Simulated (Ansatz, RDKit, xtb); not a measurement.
# Isomers of C4H5BO2, a sample narrowed down, part 2 of 2

Which of a sample of isomers of C4H5BO2 is the most stable in the gas at 298.15 K, and what are its properties? The sample is small against all isomers, and the most stable one of this formula need not be in it.

xtb, Ansatz and PySCF; isolated molecules.

## (7) Harmonic analysis of the finalists

The lowest few in one piece go on as finalists. In this search the thermal terms come from GFN2-xTB at its own nearest minimum. The first, c819a:

start.xyz

```xyz
12
c819a
C     -1.314415    -0.758396    -0.678665
C     -0.052488    -1.322722    -0.560578
C      0.537156    -1.379346    -1.838328
C     -0.418755    -0.835128    -2.679345
B     -2.383826    -0.452776     0.332171
O     -0.448346    -0.619697    -3.983855
O     -1.498044    -0.468839    -2.031227
H     -2.163230    -0.727806     1.488340
H     -3.430262     0.050945     0.003699
H      0.384583    -1.657788     0.378807
H      1.516301    -1.759061    -2.121088
H      0.380732    -0.917899    -4.373707
```

Launch:

```sh
$ xtb start.xyz --gfn 2 --ohess tight
```

What it wrote:

```text
* xtb version 6.7.1
   ID    Z sym.   atoms
    1    6 C      1-4
    2    5 B      5
    3    8 O      6, 7
    4    1 H      8-12

           -------------------------------------------------
          |                Calculation Setup                |
           -------------------------------------------------

          program call               : xtb start.xyz --gfn 2 --ohess tight
          coordinate file            : start.xyz
          omp threads                :                     2

           -------------------------------------------------
          |                 G F N 2 - x T B                 |
           -------------------------------------------------

      * Hamiltonian:
        H0-scaling (s, p, d)           1.850000    2.230000    2.230000
        zeta-weighting                 0.500000
      * Dispersion:
        s8                             2.700000
        a1                             0.520000
        a2                             5.000000
        s9                             5.000000
      * Repulsion:
        kExp                           1.500000    1.000000
        rExp                           1.000000
      * Coulomb:
        alpha                          2.000000
        third order                    shell-resolved
        anisotropic                    true
        a3                             3.000000
        a5                             4.000000
        cn-shift                       1.200000
        cn-exp                         4.000000
        max-rad                        5.000000

          ...................................................
          :                      SETUP                      :
          :.................................................:
          :  # basis functions                  33          :
          :  # atomic orbitals                  33          :
          :  # shells                           19          :
          :  # electrons                        36          :
          :  max. iterations                   250          :
          :  Hamiltonian                  GFN2-xTB          :
          :  restarted?                      false          :
          :  GBSA solvation                  false          :
          :  PC potential                    false          :
          :  electronic temp.          300.0000000     K    :
          :  accuracy                    1.0000000          :
          :  -> integral cutoff          0.2500000E+02      :
          :  -> integral neglect         0.1000000E-07      :
          :  -> SCF convergence          0.1000000E-05 Eh   :
          :  -> wf. convergence          0.1000000E-03 e    :
          :  Broyden damping             0.4000000          :
          :  net charge                          0          :
          :  unpaired electrons                  0          :
          ...................................................

[... 7 lines left out ...]
   *** convergence criteria satisfied after 13 iterations ***
[... 28 lines left out ...]
         :: total energy             -20.460425697343 Eh    ::
[... 39 lines left out ...]
          :   energy convergence         0.1000000E-05 Eh   :
          :   grad. convergence          0.8000000E-03 Eh/α :
[... 26 lines left out ...]
 * total energy  :   -20.4604257 Eh     change       -0.4319709E-09 Eh
[... 16 lines left out ...]
 * total energy  :   -20.4628325 Eh     change       -0.2406794E-02 Eh
[... 16 lines left out ...]
 * total energy  :   -20.4631451 Eh     change       -0.3126068E-03 Eh
[... 17 lines left out ...]
 * total energy  :   -20.4631720 Eh     change       -0.2689440E-04 Eh
[... 17 lines left out ...]
 * total energy  :   -20.4631819 Eh     change       -0.9933919E-05 Eh
[... 16 lines left out ...]
 * total energy  :   -20.4631829 Eh     change       -0.9933853E-06 Eh
[... 4 lines left out ...]
   *** GEOMETRY OPTIMIZATION CONVERGED AFTER 6 ITERATIONS ***
[... 2 lines left out ...]
 total energy gain   :        -0.0027572 Eh       -1.7302 kcal/mol
[... 15 lines left out ...]
 final structure:
[... 39 lines left out ...]
          |                Final Singlepoint                |
[... 18 lines left out ...]
          :  -> SCF convergence          0.1000000E-05 Eh   :
          :  -> wf. convergence          0.1000000E-03 e    :
[... 10 lines left out ...]
   *** convergence criteria satisfied after 3 iterations ***
[... 28 lines left out ...]
         :: total energy             -20.463182920628 Eh    ::
[... 86 lines left out ...]
molecular dipole:
[... 81 lines left out ...]
cs  symmetry found (for desy threshold:  0.10E+00) used in thermo

          ...................................................
          :                      SETUP                      :
          :.................................................:
          :  # frequencies                          30      :
          :  # imaginary freq.                       0      :
          :  linear?                             false      :
          :  only rotor calc.                    false      :
          :  symmetry                               cs      :
          :  rotational number                       1      :
          :  scaling factor                  1.0000000      :
          :  rotor cutoff                   50.0000000 cm⁻¹ :
          :  imag. cutoff                  -20.0000000 cm⁻¹ :
          :.................................................:

    mode    ω/cm⁻¹     T·S(HO)/kcal·mol⁻¹    T·S(FR)/kcal·mol⁻¹   T·S(vib)
   ------------------------------------------------------------------------
       1    164.77    -0.74366 ( 99.16%)    -0.70311 (  0.84%)    -0.74332
       2    234.34    -0.55021 ( 99.79%)    -0.59882 (  0.21%)    -0.55031
       3    270.03    -0.47586 ( 99.88%)    -0.55685 (  0.12%)    -0.47595
   ------------------------------------------------------------------------

   temp. (K)  partition function   enthalpy   heat capacity  entropy
                                   cal/mol     cal/K/mol   cal/K/mol   J/K/mol
 298.15  VIB   8.58                 2287.853     18.618     11.945
         ROT  0.169E+06              888.752      2.981     26.898
         INT  0.145E+07             3176.605     21.599     38.843
         TR   0.909E+27             1481.254      4.968     39.575
         TOT                        4657.8591    26.5669    78.4184   328.1027

       T/K    H(0)-H(T)+PV         H(T)/Eh          T*S/Eh         G(T)/Eh
   ------------------------------------------------------------------------
    298.15    0.742277E-02    0.902658E-01    0.372591E-01    0.530067E-01
   ------------------------------------------------------------------------

         :::::::::::::::::::::::::::::::::::::::::::::::::::::
         ::                  THERMODYNAMIC                  ::
         :::::::::::::::::::::::::::::::::::::::::::::::::::::
         :: total free energy         -20.410176258944 Eh   ::
         ::.................................................::
         :: total energy              -20.463182920627 Eh   ::
         :: zero point energy           0.082843021098 Eh   ::
         :: G(RRHO) w/o ZPVE           -0.029836359415 Eh   ::
         :: G(RRHO) contrib.            0.053006661683 Eh   ::
         :::::::::::::::::::::::::::::::::::::::::::::::::::::

optimized geometry written to: xtbopt.xyz

           -------------------------------------------------
          | TOTAL ENERGY              -20.463182920627 Eh   |
          | TOTAL ENTHALPY            -20.372917128610 Eh   |
          | TOTAL FREE ENERGY         -20.410176258944 Eh   |
          | GRADIENT NORM               0.000398561568 Eh/α |
          | HOMO-LUMO GAP               3.151893359187 eV   |
           -------------------------------------------------

------------------------------------------------------------------------
------------------------------------------------------------------------
 total:
 * wall-time:     0 d,  0 h,  0 min,  1.440 sec
 *  cpu-time:     0 d,  0 h,  0 min,  1.455 sec
 * ratio c/w:     1.011 speedup
 SCF:
 * wall-time:     0 d,  0 h,  0 min,  0.155 sec
 *  cpu-time:     0 d,  0 h,  0 min,  0.127 sec
 * ratio c/w:     0.818 speedup
 ANC optimizer:
 * wall-time:     0 d,  0 h,  0 min,  0.404 sec
 *  cpu-time:     0 d,  0 h,  0 min,  0.316 sec
 * ratio c/w:     0.783 speedup
 analytical hessian:
 * wall-time:     0 d,  0 h,  0 min,  0.845 sec
 *  cpu-time:     0 d,  0 h,  0 min,  0.978 sec
 * ratio c/w:     1.157 speedup
```

Wall time 1.6 s (2 threads of Intel Xeon at 2.50GHz (Skylake/Cascade Lake), shared host); peak memory 0.11 GiB.

## (8) Zero-point energy and free-energy terms

As xtb prints them, at 298.15 K, with its own treatment of low modes:

```
label       SMILES     spin  lowest mode (cm⁻¹)  zero-point (kcal/mol)  G − E (kcal/mol)
c819a  Bc1ccc(O)o1  singlet                 165                   52.0              33.3
c558a    Bc1ccoc1O  singlet                 181                   51.9              33.1
c924a    Bc1occc1O  singlet                 176                   52.0              33.3
c668a  Bc1coc(O)c1  singlet                 159                   51.7              32.8
c727a    Bc1cocc1O  singlet                 181                   51.9              33.2
c407a  Bc1cc(O)co1  singlet                 157                   51.9              33.1
```

## (9) The final energy

Each finalist gets a single point at CCSD(T)/def2-SVP + MP2/def2-TZVPP - MP2/def2-SVP.

c819a, CCSD(T)/def2-SVP:

input.yaml

```yaml
crystal:
  periodic: [false, false, false]
  atoms:
    - {symbol: C, position_ang: [-1.314415, -0.758396, -0.678665]}
    - {symbol: C, position_ang: [-0.052488, -1.322722, -0.560578]}
    - {symbol: C, position_ang: [0.537156, -1.379346, -1.838328]}
    - {symbol: C, position_ang: [-0.418755, -0.835128, -2.679345]}
    - {symbol: B, position_ang: [-2.383826, -0.452776, 0.332171]}
    - {symbol: O, position_ang: [-0.448346, -0.619697, -3.983855]}
    - {symbol: O, position_ang: [-1.498044, -0.468839, -2.031227]}
    - {symbol: H, position_ang: [-2.163230, -0.727806, 1.488340]}
    - {symbol: H, position_ang: [-3.430262, 0.050945, 0.003699]}
    - {symbol: H, position_ang: [0.384583, -1.657788, 0.378807]}
    - {symbol: H, position_ang: [1.516301, -1.759061, -2.121088]}
    - {symbol: H, position_ang: [0.380732, -0.917899, -4.373707]}
basis:
  gaussian: {orbitals: def2-SVP}
correlation: {method: ccsd_t, frozen_orbitals: {C: 1, H: 0, O: 1, B: 1}}
```

Launch:

```sh
$ ansatz run input.yaml --threads 2 --pin off --max-ram 5220MiB --events-out events.jsonl --progress --plain --runs-dir runs
```

What it wrote:

```text
Warning: RAYON_NUM_THREADS=2 ignored (pool sized by the plan → 2); use --threads N
Functional definition: HF
  name "HF"
  exchange = exact_x
  correlation = 0
1249 factors; integrals over basis functions are off by at most 1.2e-3 eV
mean field evaluation 1: about -8935.0984 eV, gradient 3.7e1 eV
mean field evaluation 2: about -8935.2879 eV, gradient 3.7e1 eV
mean field evaluation 4: about -8939.0469 eV, gradient 4.8e0 eV
mean field evaluation 8: about -8939.1242 eV, gradient 1.8e-1 eV
mean field evaluation 16: about -8938.2885 eV, gradient 1.7e1 eV
mean field -8939.12454425 eV, -328.5067678451 hartree, gradient 1.2e-6 eV, S^2 0.000000; 0 other end points of the search recorded, 0 dependent functions left out
7 core orbitals not correlated: weight in the atoms' cores, before any rotation towards them, 1.000 or more for the frozen orbitals, at most 0.000 for the correlated occupied ones
reference -8939.12454425 eV, -328.5067678451 hartree; 18, 18 occupied and 98, 98 virtual orbitals, 1249 factors
second order -26.13168463 eV of doubles, -0.00000000 eV of singles
cycle   1  -26.27925539 eV  change   -1.5e-1 eV  update   1.3e-1
cycle   2  -26.99193890 eV  change   -7.1e-1 eV  update   3.9e-2
cycle   3  -27.17440148 eV  change   -1.8e-1 eV  update   2.1e-2
cycle   4  -27.16726384 eV  change    7.1e-3 eV  update   5.7e-3
cycle   5  -27.16419255 eV  change    3.1e-3 eV  update   3.1e-3
cycle   6  -27.16494081 eV  change   -7.5e-4 eV  update   1.1e-3
cycle   7  -27.16461583 eV  change    3.2e-4 eV  update   5.5e-4
cycle   8  -27.16432860 eV  change    2.9e-4 eV  update   2.1e-4
cycle   9  -27.16441925 eV  change   -9.1e-5 eV  update   8.3e-5
cycle  10  -27.16445213 eV  change   -3.3e-5 eV  update   3.4e-5
perturbative correction -1.02056171 eV, -0.0375049511 hartree
Total energy: -8967.30955809 eV, -329.5425479992 hartree
```

Wall time 58 s (2 threads of Intel Xeon at 2.50GHz (Skylake/Cascade Lake), shared host); peak memory 0.82 GiB.

## (10) c819a at MP2/def2-TZVPP

input.yaml, as its differences from that of step 9:

```diff
@@ -16,3 +16,3 @@
 basis:
-  gaussian: {orbitals: def2-SVP}
-correlation: {method: ccsd_t, frozen_orbitals: {C: 1, H: 0, O: 1, B: 1}}
+  gaussian: {orbitals: def2-TZVPP}
+correlation: {method: mp2, frozen_orbitals: {C: 1, H: 0, O: 1, B: 1}}
```

Launch:

```sh
$ ansatz run input.yaml --threads 2 --pin off --max-ram 5220MiB --events-out events.jsonl --progress --plain --runs-dir runs
```

What it wrote:

```text
Warning: RAYON_NUM_THREADS=2 ignored (pool sized by the plan → 2); use --threads N
Functional definition: HF
  name "HF"
  exchange = exact_x
  correlation = 0
1777 factors; integrals over basis functions are off by at most 1.2e-3 eV
mean field evaluation 1: about -8944.6481 eV, gradient 4.1e1 eV
mean field evaluation 2: about -8945.0770 eV, gradient 4.2e1 eV
mean field evaluation 4: about -8949.3994 eV, gradient 5.3e0 eV
mean field evaluation 8: about -8949.4902 eV, gradient 4.0e-1 eV
mean field evaluation 16: about -8949.4916 eV, gradient 2.9e-6 eV
mean field -8949.49161210 eV, -328.8877505613 hartree, gradient 2.9e-6 eV, S^2 0.000000; 0 other end points of the search recorded, 0 dependent functions left out
7 core orbitals not correlated: weight in the atoms' cores, before any rotation towards them, 1.000 or more for the frozen orbitals, at most 0.000 for the correlated occupied ones
reference -8949.49161210 eV, -328.8877505613 hartree; 18, 18 occupied and 262, 262 virtual orbitals, 1777 factors
second order -32.36200705 eV of doubles, -0.00000000 eV of singles
Total energy: -8981.85361915 eV, -330.0770323848 hartree
```

It took 36 s on 2 threads of Intel Xeon at 2.50GHz (Skylake/Cascade Lake), shared host; peak memory 0.84 GiB.

## (11) c558a at CCSD(T)/def2-SVP

input.yaml

```yaml
crystal:
  periodic: [false, false, false]
  atoms:
    - {symbol: C, position_ang: [-0.990933, -0.539034, -1.023039]}
    - {symbol: C, position_ang: [0.069771, 0.129956, -1.756301]}
    - {symbol: C, position_ang: [0.659908, -0.779299, -2.560542]}
    - {symbol: C, position_ang: [-0.915378, -1.842397, -1.492797]}
    - {symbol: B, position_ang: [-1.964179, -0.002621, 0.004114]}
    - {symbol: O, position_ang: [0.045648, -2.007004, -2.395668]}
    - {symbol: O, position_ang: [-1.631469, -2.904215, -1.186179]}
    - {symbol: H, position_ang: [-2.786587, -0.732690, 0.506421]}
    - {symbol: H, position_ang: [-1.924348, 1.162884, 0.328604]}
    - {symbol: H, position_ang: [0.336856, 1.181214, -1.667904]}
    - {symbol: H, position_ang: [1.474953, -0.759212, -3.277141]}
    - {symbol: H, position_ang: [-1.314258, -3.657776, -1.701344]}
basis:
  gaussian: {orbitals: def2-SVP}
magnetization: {spin_polarized: false, initial_magnetization: 0}
correlation: {method: ccsd_t, frozen_orbitals: {C: 1, H: 0, O: 1, B: 1}}
```

Launch:

```sh
$ ansatz run input.yaml --threads 2 --pin off --max-ram 5220MiB --events-out events.jsonl --progress --plain --runs-dir runs
```

What it wrote:

```text
Warning: RAYON_NUM_THREADS=2 ignored (pool sized by the plan → 2); use --threads N
Functional definition: HF
  name "HF"
  exchange = exact_x
  correlation = 0
1249 factors; integrals over basis functions are off by at most 1.2e-3 eV
mean field evaluation 1: about -8934.7927 eV, gradient 3.9e1 eV
mean field evaluation 2: about -8934.9799 eV, gradient 3.9e1 eV
mean field evaluation 4: about -8939.0549 eV, gradient 4.8e0 eV
mean field evaluation 8: about -8939.1398 eV, gradient 3.7e-1 eV
mean field evaluation 16: about -8938.8601 eV, gradient 4.8e0 eV
mean field -8939.14083294 eV, -328.5073664431 hartree, gradient 8.5e-6 eV, S^2 0.000000; 0 other end points of the search recorded, 0 dependent functions left out
7 core orbitals not correlated: weight in the atoms' cores, before any rotation towards them, 1.000 or more for the frozen orbitals, at most 0.000 for the correlated occupied ones
reference -8939.14083294 eV, -328.5073664431 hartree; 18, 18 occupied and 98, 98 virtual orbitals, 1249 factors
second order -26.07692619 eV of doubles, -0.00000000 eV of singles
cycle   1  -26.28080427 eV  change   -2.0e-1 eV  update   1.3e-1
cycle   2  -26.99107390 eV  change   -7.1e-1 eV  update   3.8e-2
cycle   3  -27.16920509 eV  change   -1.8e-1 eV  update   2.0e-2
cycle   4  -27.15996687 eV  change    9.2e-3 eV  update   4.8e-3
cycle   5  -27.15824408 eV  change    1.7e-3 eV  update   2.3e-3
cycle   6  -27.15879058 eV  change   -5.5e-4 eV  update   7.1e-4
cycle   7  -27.15838737 eV  change    4.0e-4 eV  update   3.3e-4
cycle   8  -27.15822877 eV  change    1.6e-4 eV  update   1.2e-4
cycle   9  -27.15826561 eV  change   -3.7e-5 eV  update   4.5e-5
cycle  10  -27.15827016 eV  change   -4.6e-6 eV  update   1.7e-5
perturbative correction -1.00301786 eV, -0.0368602265 hartree
Total energy: -8967.30212096 eV, -329.5422746894 hartree
```

Wall time 55 s (2 threads of Intel Xeon at 2.50GHz (Skylake/Cascade Lake), shared host); peak memory 0.82 GiB.

For c668a, c407a the log finds that unrestricted Hartree-Fock orbitals lie lower, a sign to watch the closed-shell reference there.

## (12) Putting it together

Energies in kcal/mol from c819a; G adds the thermal terms to the CCSD(T)/def2-SVP + MP2/def2-TZVPP - MP2/def2-SVP energy. The columns left of the relaxed level are at the tight-binding geometries.

```
label       SMILES     spin  GFN2-xTB  HF/STO-3G  r2SCAN-D4/def2-SVP  PBE0-D3(BJ)/def2-SVP  HF/def2-SVP  MP2/def2-SVP  CCSD(T)/def2-SVP + MP2/def2-TZVPP - MP2/def2-SVP    G  share at equilibrium     T1
c819a  Bc1ccc(O)o1  singlet       0.0        0.0                 0.0                   0.0          0.0           0.0                                               0.0  0.0                84.4 %  0.015
c558a    Bc1ccoc1O  singlet       0.0       -0.9                 2.3                   1.9         -0.4           0.9                                               1.1  1.0                15.4 %  0.014
c668a  Bc1coc(O)c1  singlet       2.2        3.5                 6.7                   6.2          4.5           4.5                                               4.5  4.0                 0.1 %  0.013
c924a    Bc1occc1O  singlet       0.8        2.2                 4.0                   4.2          5.5           4.0                                               4.2  4.2                 0.1 %  0.015
c727a    Bc1cocc1O  singlet       3.0        5.8                 8.1                   7.7          8.1           7.1                                               6.7  6.7               < 0.1 %  0.015
c407a  Bc1cc(O)co1  singlet       2.5        6.6                 7.9                   8.2         10.6           7.1                                               7.1  7.0               < 0.1 %  0.014
```

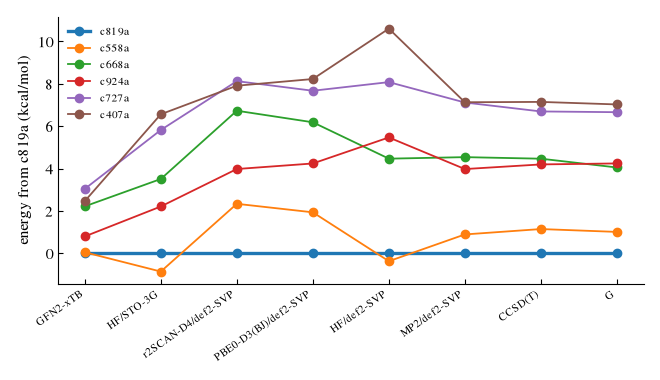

The finalists at each level, measured from c819a.

Lowest found: c819a, `Bc1ccc(O)o1`, a singlet. Bond lengths: C1–C2 1.387 Å, C2–C3 1.408 Å, C3–C4 1.385 Å, C1–B5 1.503 Å, C4–O6 1.323 Å, C1–O7 1.395 Å, C4–O7 1.311 Å, B5–H8 1.209 Å, B5–H9 1.207 Å, C2–H10 1.089 Å, C3–H11 1.088 Å, O6–H12 0.963 Å. Some angles: C1–C2–C3 108.7°, C2–C1–B5 132.3°, C2–C1–O7 106.7°, B5–C1–O7 121.1°, C2–C3–C4 104.3°, C3–C4–O6 132.7°, C3–C4–O7 112.2°, O6–C4–O7 115.1°, C1–O7–C4 108.2°, C1–C2–H10 124.3°.

```xyz
12

C    -1.3144   -0.7584   -0.6787
C    -0.0525   -1.3227   -0.5606
C     0.5372   -1.3793   -1.8383
C    -0.4188   -0.8351   -2.6793
B    -2.3838   -0.4528    0.3322
O    -0.4483   -0.6197   -3.9839
O    -1.4980   -0.4688   -2.0312
H    -2.1632   -0.7278    1.4883
H    -3.4303    0.0509    0.0037
H     0.3846   -1.6578    0.3788
H     1.5163   -1.7591   -2.1211
H     0.3807   -0.9179   -4.3737
```

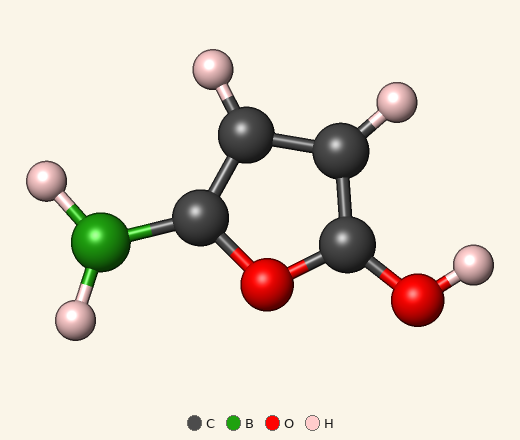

The lowest structure found, seen from a chosen angle (carbon dark grey, boron green, oxygen red, hydrogen pink).

## (13) Results

The summary covers parts 1 to 2.

| quantity | value |
| --- | --- |
| lowest structure found | Bc1ccc(O)o1, singlet |
| next finalist | Bc1ccoc1O, singlet, 1.0 kcal/mol higher in G |
| share at equilibrium, among the finalists | 84.4 % |
| funnel | 6 starts, 6 minima at GFN2-xTB, 9 screening runs, 6 relaxed, 6 ranked |
| CPU time of all runs | 23 min |

In words: The search ends on `Bc1ccc(O)o1`. Its margin of 1.0 kcal/mol is inside the likely error of CCSD(T)/def2-SVP + MP2/def2-TZVPP - MP2/def2-SVP with harmonic terms (about 1.5 kcal/mol), so the order of the first two is not settled. GFN2-xTB, r2SCAN-D4/def2-SVP, PBE0-D3(BJ)/def2-SVP and MP2/def2-SVP already put its bonding pattern lowest among the structures in one piece; HF/STO-3G and HF/def2-SVP favour the singlet Bc1ccoc1O. The largest share of the time went into the final energies (56 %). Lowest found is not proven lowest: the search is finite, and each finalist counts with one conformer. Only 6 drawn patterns were tried, so whole families of isomers are missing, and the result ranks this sample alone. The lowest isomer need not be the one that is made and kept in a bottle, which depends on barriers.
